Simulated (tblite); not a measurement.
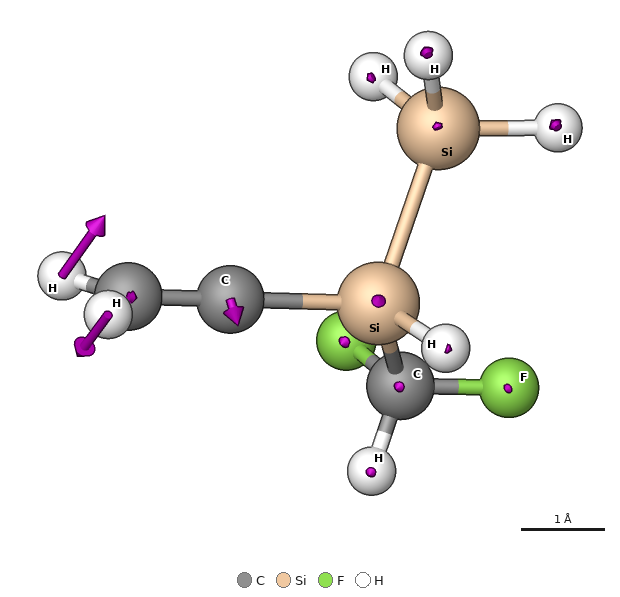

This is a relaxation of C3H7F2Si2 (multiplicity 2). The starting structure is drawn; purple arrows show the displacements, at their true length. The two geometries are superimposed by the best rigid fit.

A ball-and-stick model, seen at a tilt.

The calculation used tblite 0.8.0, GFN2-xTB geometry optimisation, gas phase. 

Which element moves most?

Hydrogen: up to 1.05 Å, against 0.36 Å for carbon.

What happened in the run?

Over 104 geometry steps the energy falls by 41.3 kJ/mol. An H atom moves most after the best rigid fit: 1.05 Å. Largest moves by element: H 1.05 Å, C 0.36 Å, Si 0.16 Å, F 0.13 Å. Near-neighbour distances that change, for instance: C–Si 1.837 → 1.945 Å, C–Si 1.881 → 1.821 Å, Si–Si 2.299 → 2.342 Å, H–Si 1.499 → 1.467 Å. Bond angles that change, for instance: C–C–Si 178.4° → 152.6°, C–Si–Si 110.1° → 122.5°, C–Si–C 113.7° → 102.8°.
